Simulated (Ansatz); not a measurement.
# One shape, several levels: GaBr (SMILES [Ga][Br])

Aim: a comparison of 6 runs (UHF/STO-3G, B3LYP/STO-3G, PBE0/STO-3G, SVWN5/STO-3G, revPBE/STO-3G, MP2/STO-3G) of GaBr. 

The calculation is run with Ansatz 0.2.0.

42 further runs of the same task are left out: 21 that didn't finish, 21 set aside as unsound or not needed.

## Step 1: The system as given

GaBr has 2 atoms, charge 0, and is taken as a singlet. SMILES: `[Ga][Br]`. The Br2–Ga1 distance was set to 4.749 Å, away from the relaxed value.

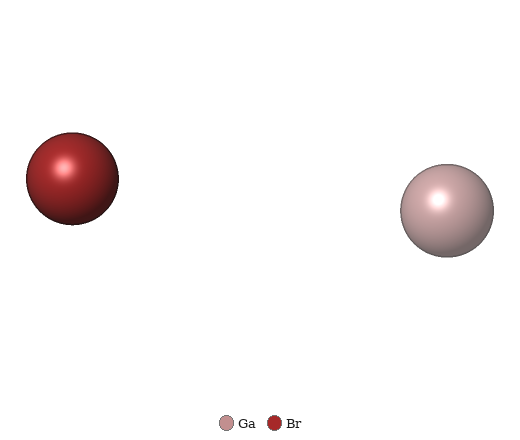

Viewed from a chosen angle; gallium pink, bromine red.

## Step 2: The energy at UHF/STO-3G (run 1)

The input, run.yaml:

```yaml
basis:
  gaussian:
    orbitals: STO-3G
crystal:
  periodic: [false, false, false]
  atoms:
    - {symbol: Ga, position_ang: [-0.000000, -0.000000, -2.360480]}
    - {symbol: Br, position_ang: [0.000000, 0.000000, 2.388120]}
magnetization:
  spin_polarized: true
hamiltonian:
  xc: hf
accuracy: high
```

Command:

```console
$ ansatz run run.yaml --threads 1 --pin off --max-ram 3480MiB --events-out events.jsonl --progress --plain --runs-dir runs
```

Output:

```text
Warning: RAYON_NUM_THREADS=1 ignored (pool sized by the plan → 1); use --threads N
Functional definition: HF
  name "HF"
  exchange = exact_x
  correlation = 0
383 factors; integrals over basis functions are off by at most 4.7e-9 eV
mean field evaluation 1: about -120961.7618 eV, gradient 1.8e0 eV
mean field evaluation 2: about -120961.7838 eV, gradient 1.8e0 eV
mean field evaluation 4: about -120962.3996 eV, gradient 5.9e-1 eV
mean field evaluation 8: about -120962.4312 eV, gradient 1.1e-1 eV
mean field evaluation 16: about -120966.4343 eV, gradient 1.3e0 eV
mean field evaluation 32: about -120970.6284 eV, gradient 2.5e-5 eV
mean field evaluation 64: about -120970.6267 eV, gradient 1.5e-3 eV
mean field evaluation 96: about -120970.5561 eV, gradient 7.9e-1 eV
mean field evaluation 128: about -120970.5515 eV, gradient 2.4e-1 eV
mean field evaluation 160: about -120970.6178 eV, gradient 5.6e-2 eV
mean field evaluation 192: about -120970.6142 eV, gradient 4.5e-3 eV
mean field evaluation 224: about -120970.4033 eV, gradient 9.3e-3 eV
mean field evaluation 256: about -120961.7618 eV, gradient 1.8e0 eV
mean field evaluation 288: about -120969.4421 eV, gradient 2.3e0 eV
mean field evaluation 320: about -120967.8506 eV, gradient 1.2e1 eV
mean field -120970.62838365 eV, -4445.5885962622 hartree, gradient 8.5e-9 eV, S^2 1.999059; 8 other end points of the search recorded, 0 dependent functions left out
reference -120970.62838365 eV, -4445.5885962622 hartree; 33, 33 occupied and 3, 3 virtual orbitals, 383 factors
Total energy: -120970.62838365 eV, -4445.5885962622 hartree
```

Run time: 6.9 s. Hardware: 1 thread of Arm Neoverse V2, shared host; peak memory 0.12 GiB.

## Step 3: The energy at B3LYP/STO-3G (run 2)

The input, job.yaml:

```yaml
crystal:
  periodic: [false, false, false]
  atoms:
    - {symbol: Ga, position_ang: [-0.000000, -0.000000, -2.360480]}
    - {symbol: Br, position_ang: [0.000000, 0.000000, 2.388120]}
basis:
  gaussian:
    orbitals: STO-3G
magnetization:
  spin_polarized: false
hamiltonian:
  xc: {name: B3LYP}
accuracy: high
```

Command:

```console
$ ansatz run job.yaml --threads 1 --pin off --max-ram 3480MiB --events-out events.jsonl --progress --plain --runs-dir runs
```

Output (excerpt; [...] marks lines left out):

```text
Warning: RAYON_NUM_THREADS=1 ignored (pool sized by the plan → 1); use --threads N
Functional definition: B3LYP
  name "B3LYP"
[...]
383 factors; integrals over basis functions are off by at most 4.7e-9 eV
[...]
mean field -121035.38885236 eV, -4447.9684995912 hartree, gradient 4.4e-8 eV, S^2 0.000000; 19 other end points of the search recorded, 0 dependent functions left out
reference -121035.38888292 eV, -4447.9685007143 hartree; 33, 33 occupied and 3, 3 virtual orbitals, 383 factors
Total energy: -121035.38888292 eV, -4447.9685007143 hartree
```

Run time: 15 s. Hardware: 1 thread of Arm Neoverse V2, shared host; peak memory 0.1 GiB.

## Step 4: A single-point energy at PBE0/STO-3G (run 3)

run.yaml: that of step 2 with these lines changed.

```diff
@@ -8,6 +8,4 @@
     - {symbol: Br, position_ang: [0.000000, 0.000000, 2.388120]}
-magnetization:
-  spin_polarized: true
+accuracy: high
 hamiltonian:
-  xc: hf
-accuracy: high
+  xc: pbe0
```

Command:

```console
$ ansatz run run.yaml --threads 1 --pin off --max-ram 3480MiB --events-out events.jsonl --progress --plain --runs-dir runs
```

Output (excerpt; [...] marks lines left out):

```text
Warning: RAYON_NUM_THREADS=1 ignored (pool sized by the plan → 1); use --threads N
Functional definition: PBE0
  name "PBE0"
[...]
383 factors; integrals over basis functions are off by at most 4.7e-9 eV
[...]
mean field -121024.18777567 eV, -4447.5568676149 hartree, gradient 2.8e-8 eV, S^2 0.000000; 20 other end points of the search recorded, 0 dependent functions left out
reference -121024.18777717 eV, -4447.5568676702 hartree; 33, 33 occupied and 3, 3 virtual orbitals, 383 factors
Total energy: -121024.18777717 eV, -4447.5568676702 hartree
```

Wall time 27 s (1 thread of Arm Neoverse V2, shared host); peak memory 0.1 GiB.

Runs 4 to 5 aren't shown in full; the table further down has their settings and results.

## Step 5: A single-point energy at MP2/STO-3G (run 6)

The input, input.yaml:

```yaml
crystal:
  periodic: [false, false, false]
  atoms:
    - {symbol: Ga, position_ang: [-0.000000, -0.000000, -2.360480]}
    - {symbol: Br, position_ang: [0.000000, 0.000000, 2.388120]}
basis:
  gaussian:
    orbitals: STO-3G
correlation:
  method: mp2
  frozen_orbitals: {Br: 9, Ga: 9}
accuracy: high
```

Command:

```console
$ ansatz run input.yaml --threads 1 --pin off --max-ram 3480MiB --events-out events.jsonl --progress --plain --runs-dir runs
```

Output (excerpt; [...] marks lines left out):

```text
Warning: RAYON_NUM_THREADS=1 ignored (pool sized by the plan → 1); use --threads N
Functional definition: HF
  name "HF"
[...]
383 factors; integrals over basis functions are off by at most 4.7e-9 eV
[...]
mean field -120962.87409886 eV, -4445.3036315521 hartree, gradient 2.2e-8 eV, S^2 0.000000; 27 other end points of the search recorded, 0 dependent functions left out; unrestricted orbitals would lower it
unrestricted determinant -120970.62838323 eV, -4445.5885962469 hartree, S^2 1.9991
18 core orbitals not correlated: weight in the atoms' cores, before any rotation towards them, 1.000 or more for the frozen orbitals, at most 0.000 for the correlated occupied ones
reference -120962.87409886 eV, -4445.3036315521 hartree; 15, 15 occupied and 3, 3 virtual orbitals, 383 factors
second order -2.26274956 eV of doubles, -0.00000000 eV of singles
WARN: the method's energy lies above the unrestricted determinant's, so it is not that of the lowest state
Total energy: -120965.13684842 eV, -4445.3867860647 hartree
```

Wall time 9.3 s (1 thread of Arm Neoverse V2, shared host); peak memory 0.12 GiB.

## Step 6: The series

```
run          level  frozen core orbitals   energy (Eh)  wall time
  1     UHF/STO-3G                     –  -4445.588596      6.9 s
  2   B3LYP/STO-3G                     –  -4447.968501       15 s
  3    PBE0/STO-3G                     –  -4447.556868       27 s
  4   SVWN5/STO-3G                     –  -4441.031330       12 s
  5  revPBE/STO-3G                     –  -4447.640062       47 s
  6     MP2/STO-3G                    18  -4445.386786      9.3 s
```

## Step 7: Outcome

```
                                           quantity           value
                                run 6: total energy  -4445.38679 Eh
run 6: correlation energy (18 core orbitals frozen)       -83.2 mEh
```

In words: Totals of different functionals can't be ranked against each other. In run 6 the log says that unrestricted orbitals would lower the reference, so the values rest on an unstable closed-shell determinant (other closed-shell runs at this shape may share the fault). In runs 1, 2, 3, 4, 5, 6 the basis is minimal, so the values are rough. Spin contamination of the reference: run 1 ⟨S²⟩ = 2.00. Where it is this large, the reference is a mixture of spin states, and values that rest on it are in doubt. All runs together took 2 min, the longest 47 s.
